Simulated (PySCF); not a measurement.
NMR shielding calculation of C4H7OP

The run: NMR shielding calculation of C4H7OP. Method and program: GIAO PBE0/pcSseg-1 NMR shielding, non-relativistic, gas phase (PySCF 2.14.0).

The geometry comes from this level: GFN2-xTB. It belongs to a series of runs on one base structure; here: Ph replaced by propynyl. Figures and captions count atoms from 1; the log counts them from 0 in places.

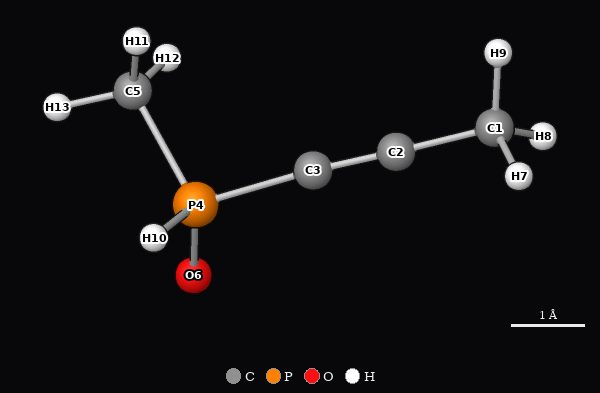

Figure 1. The structure as given in the input (ball-and-stick view, seen at a tilt; atoms are numbered from 1 in the order of the input). Bond lengths as drawn: C–C 1.20 to 1.44 Å, C–H 1.09 Å, C–P 1.76 to 1.82 Å, H–P 1.39 Å and O–P 1.46 Å.

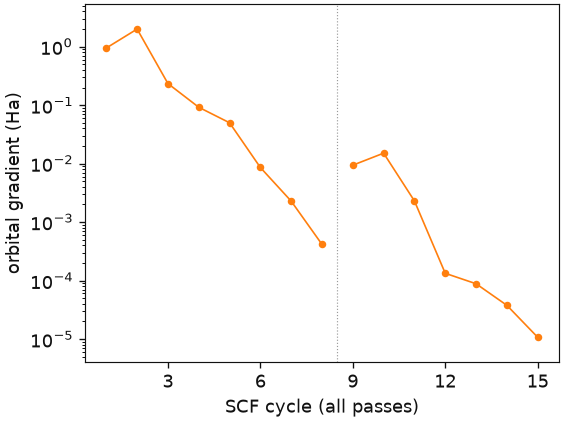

Figure 2. Convergence of the self-consistent field: orbital gradient against the SCF cycle. The dotted line marks the change from a coarse to the final integration grid. The first 8 cycles use a coarse grid, the final grid takes over at cycle 9, and the field converges after 15 cycles in all.

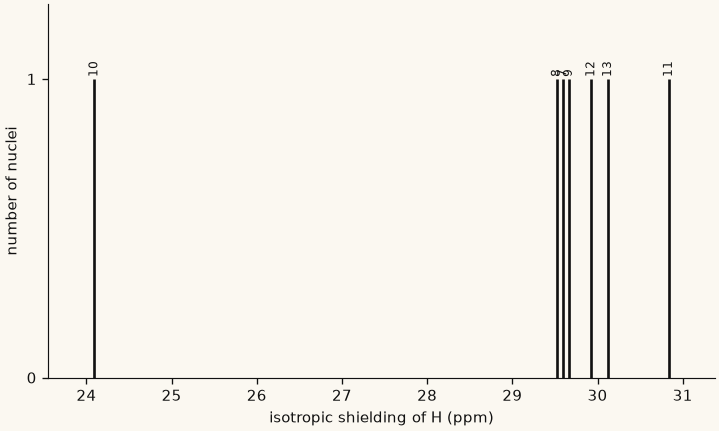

Figure 3. Isotropic shieldings of the hydrogen nuclei in this fixed geometry, labelled by atom number; shielding grows to the right, so chemical shift grows to the left. The least shielded is H10 (24.1 ppm), the most shielded H11 (30.8 ppm).

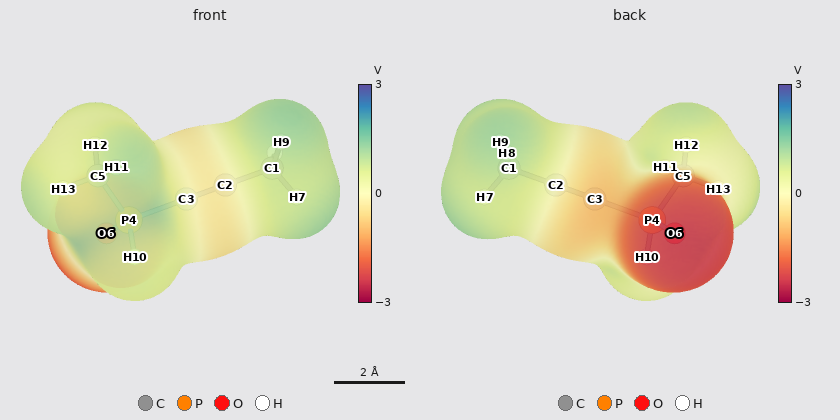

Figure 4. The electrostatic potential painted on the density surface at 0.002 e/bohr³, seen at a tilt and from behind; the colour scale runs from red (negative) to blue (positive). A positive charge is drawn to the negative regions and a negative charge to the positive ones. Its dipole moment is 4.75 D.

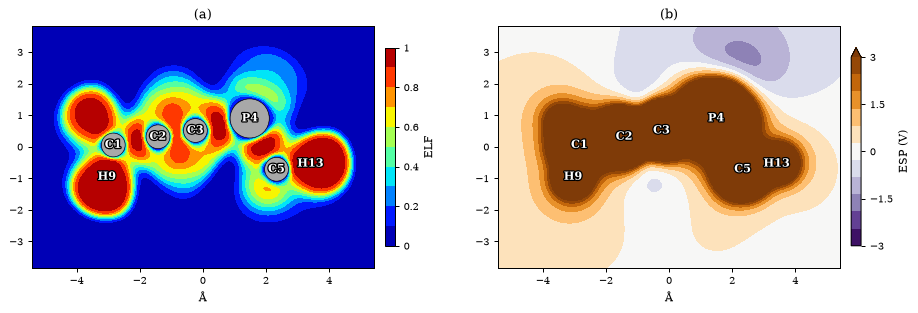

Figure 5. (a) ELF; (b) molecular electrostatic potential on the plane of atoms C3, P4 and C5. Grey discs, where drawn, cover atomic cores. The section cuts through C, P and H sites. C–C (1.20 Å): the ELF peaks at about 0.90 between the atoms; a double or triple bond. C–P (1.76 Å): the ELF peaks at about 0.95 between the atoms, which marks a covalent bond.

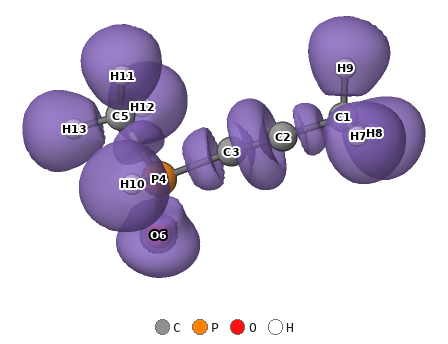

Figure 6. Isosurface of the ELF at 0.75 (purple), seen at a tilt. Core shells and regions of very low density are left out. Profiles from the grid: C–C (1.20 Å): the ELF peaks at about 0.90 between the atoms; a double or triple bond. P–O (1.46 Å): the ELF peaks at about 0.80 between the atoms (a shared but strongly polarised pair).

The input that produced these results follows, with the program's output.

### Input
```
{"job": {"kind": "nmr", "xc": "PBE0", "basis": "pcSseg-1"}, "charge": 0, "multiplicity": 1}
C      2.885127     0.326432     0.035438
C      1.500178    -0.054513     0.160367
C      0.337784    -0.344350     0.284863
P     -1.333530    -0.897133     0.382560
C     -2.337563     0.502197    -0.211366
O     -1.600781    -2.170039    -0.286536
H      3.449986    -0.057154     0.884318
H      3.299902    -0.088644    -0.882342
H      2.974203     1.412033     0.009302
H     -1.553183    -0.921762     1.758827
H     -2.098044     1.416759     0.321517
H     -2.140167     0.626436    -1.275843
H     -3.388300     0.250224    -0.077424
```

The first line tells a small driver script what to run in PySCF; the rest is the geometry in Å.

Command:
```bash
OMP_NUM_THREADS=1 python <driver script> task.json out
```

### Log
```
coarse grid: 11400 points
cycle   1  E = -572.4967156983  dE =  9.583e-01  |g| = 9.489e-01  |ddm| = 3.797e+00
cycle   2  E = -571.8300538255  dE =  6.667e-01  |g| = 2.002e+00  |ddm| = 5.397e+00
cycle   3  E = -572.6637476922  dE = -8.337e-01  |g| = 2.340e-01  |ddm| = 4.536e+00
cycle   4  E = -572.6756463242  dE = -1.190e-02  |g| = 9.204e-02  |ddm| = 3.700e-01
cycle   5  E = -572.6770905252  dE = -1.444e-03  |g| = 4.995e-02  |ddm| = 1.038e-01
cycle   6  E = -572.6776985050  dE = -6.080e-04  |g| = 8.579e-03  |ddm| = 4.062e-02
cycle   7  E = -572.6777159253  dE = -1.742e-05  |g| = 2.281e-03  |ddm| = 1.016e-02
cycle   8  E = -572.6777172033  dE = -1.278e-06  |g| = 4.149e-04  |ddm| = 3.223e-03
final grid: 105576 points
cycle   9  E = -572.7255696305  dE = -1.843e-05  |g| = 9.400e-03  |ddm| = 3.978e-02
cycle  10  E = -572.7255420211  dE =  2.761e-05  |g| = 1.509e-02  |ddm| = 2.863e-02
cycle  11  E = -572.7255878068  dE = -4.579e-05  |g| = 2.297e-03  |ddm| = 2.159e-02
cycle  12  E = -572.7255888514  dE = -1.045e-06  |g| = 1.329e-04  |ddm| = 2.726e-03
cycle  13  E = -572.7255888541  dE = -2.726e-09  |g| = 8.809e-05  |ddm| = 3.240e-04
cycle  14  E = -572.7255888558  dE = -1.669e-09  |g| = 3.765e-05  |ddm| = 9.743e-05
cycle  15  E = -572.7255888562  dE = -3.367e-10  |g| = 1.070e-05  |ddm| = 3.655e-05
converged SCF energy = -572.7255888562

GIAO shielding tensors (ppm)
atom      isotropic    diamagn.    paramagn.     s11        s22        s33       span
  0 C      181.677     254.133     -72.456    173.409    174.092    197.530     24.121
  1 C       79.151     269.627    -190.476     -9.211      0.639    246.027    255.238
  2 C      104.785     278.781    -173.996     12.664     24.717    276.973    264.309
  3 P      364.066     963.334    -599.268    258.845    287.445    545.908    287.063
  4 C      164.810     257.124     -92.314    143.274    162.027    189.130     45.855
  5 O      240.689     390.952    -150.263    128.683    281.596    311.788    183.105
  6 H       29.596      27.837       1.759     24.615     27.722     36.451     11.836
  7 H       29.521      28.883       0.638     24.634     27.765     36.164     11.530
  8 H       29.663      30.137      -0.473     24.651     27.998     36.341     11.690
  9 H       24.093      27.879      -3.787     21.115     21.835     29.327      8.212
 10 H       30.837      32.066      -1.229     26.962     29.253     36.296      9.334
 11 H       29.926      31.603      -1.677     27.002     28.563     34.213      7.211
 12 H       30.123      27.532       2.591     26.797     27.511     36.061      9.264
```

### Key numbers

| quantity | value |
| --- | --- |
| outcome | converged |
| total energy | −572.725589 hartree |
| HOMO | −7.71 eV |
| LUMO | −0.04 eV |
| dipole moment | 4.75 D |
| isotropic shielding, C | 79.2 to 181.7 ppm |
| isotropic shielding, P | 364.1 ppm |
| isotropic shielding, O | 240.7 ppm |
| isotropic shielding, H | 24.1 to 30.8 ppm |
| hardware | 1 CPU thread, shared host |
| wall time | 22 s |
| peak memory | 0.69 GiB |
